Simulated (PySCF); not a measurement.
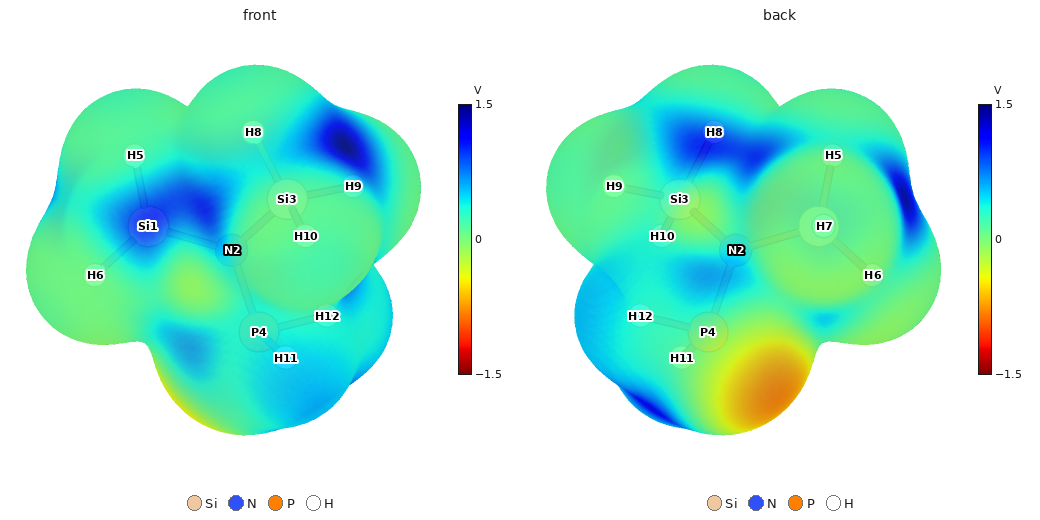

*H$_{8}$NPSi$_{2}$. The molecular electrostatic potential painted on the density surface at 0.002 e/bohr³, seen from the front and from behind; the colour scale runs from red (negative) to blue (positive).*

Geometry: PBE0-D3(BJ)/def2-SVP.

The calculation used PySCF 2.14.0, PBE0/pcSseg-2, SCF density, gas phase, non-relativistic.

```xyz
12

Si    0.4501   -1.2776    1.2117
N     0.1171   -0.1718   -0.1122
Si   -0.6632    1.3917    0.0335
P     0.6139   -0.7166   -1.6908
H    -0.0447   -0.6360    2.4644
H     1.9149   -1.5482    1.3346
H    -0.2459   -2.5854    1.0127
H    -0.9910    1.6511    1.4661
H    -1.9164    1.4195   -0.7838
H     0.2420    2.4650   -0.4830
H     1.2706    0.4672   -2.1652
H    -0.5767   -0.4302   -2.4379
```

Which sites attract a positive test charge, and which a negative one?

Answer. A positive charge is drawn to the negative regions and a negative charge to the positive ones. The most negative region (about −0.8 V) lies over P4, the most positive (about +1.3 V) over Si1 and Si3.

How polar is the molecule by this calculation?

Answer. Its dipole moment is 0.66 D.
